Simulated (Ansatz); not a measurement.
# CH₆B (doublet): what the fields show

Input

```
crystal:
  periodic: [false, false, false]
  atoms:
    - { symbol: B, position_ang: [0.131605, -0.131599, 0.900872] }
    - { symbol: H, position_ang: [-0.444755, -1.140862, 0.538452] }
    - { symbol: H, position_ang: [1.03405, 0.448344, 0.290852] }
    - { symbol: H, position_ang: [-0.801345, 0.238398, 0.083821] }
    - { symbol: C, position_ang: [0.07843, 0.030492, 2.451469] }
    - { symbol: H, position_ang: [-0.40972, -0.763928, 3.061462] }
    - { symbol: H, position_ang: [1.029244, 0.369885, 2.933034] }
    - { symbol: H, position_ang: [-0.617409, 0.94917, 2.501538] }
magnetization:
  spin_polarized: true
  initial_magnetization: 1
basis:
  gaussian: { orbitals: def2-SVP }
hamiltonian:
  xc: lda
relax:
  f_tol: 0.03
  max_steps: 50
output:
  orbitals: {}
```

Launched as:

```sh
ansatz run input.yaml --threads 1 --pin off --max-ram 2048MiB --backend cpu --events-out ev --progress --plain --runs-dir out
```

The fields are those of the run's last geometry, not of the input's.

Method: UKS LDA/def2-SVP in Ansatz 0.2.0.

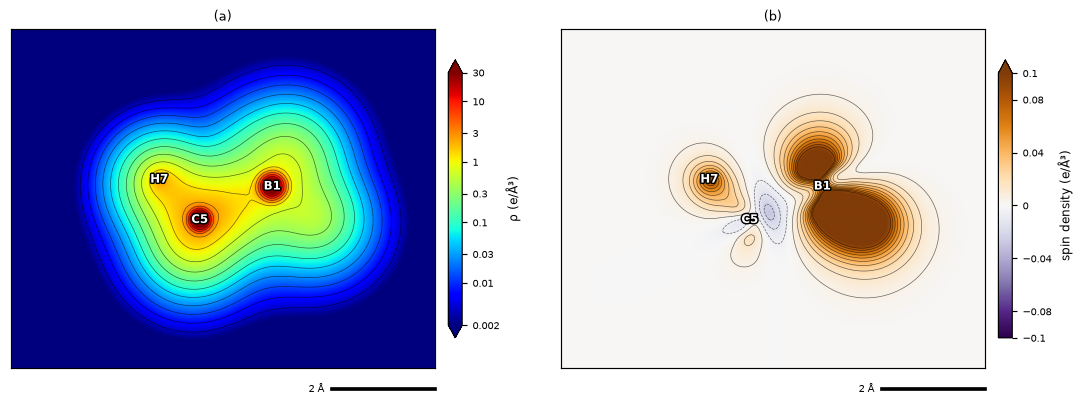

Figure 1. (a) electron density; (b) spin density (α minus β) on the plane of atoms B1, C5 and H7.

What do the fields say about this system?

Answer. Atoms in the plane: B, C and H. C–B (1.56 Å): ρ at the midpoint is about 1.4 e/Å³. C–H (1.12 Å): ρ at the midpoint is about 1.8 e/Å³. The unpaired spin (1 electron) lies mostly on B1 (about 0.4), H2 (about 0.2) and H4 (about 0.2), in electrons by Hirshfeld's partition.

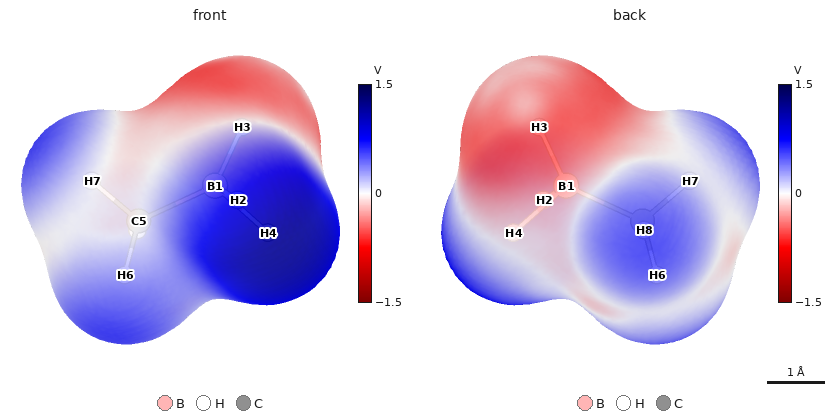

Figure 2. The molecular electrostatic potential painted on the density surface at 0.002 e/bohr³, seen from the front and from behind; the colour scale runs from red (negative) to blue (positive).

Where is the surface potential most negative and most positive?

Answer. The most negative region (about −0.5 V, or −12 kcal/mol for a unit charge) lies over H3, the most positive (about +1.2 V, or +28 kcal/mol for a unit charge) over H2 and H4.

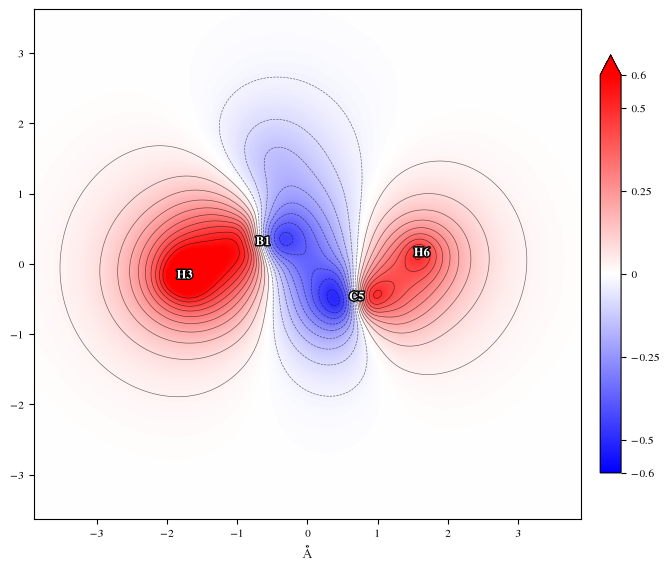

Figure 3. The HOMO (β) on the plane of atoms H3, B1 and C5 (values in Å⁻³ᐟ²; the overall sign is arbitrary).

Describe this orbital and give its energy.

Answer. It lies mainly on H3 (about 35 %), B1 (about 30 %), C5 (about 20 %) and H6 (about 10 %). Its energy is −7.69 eV.
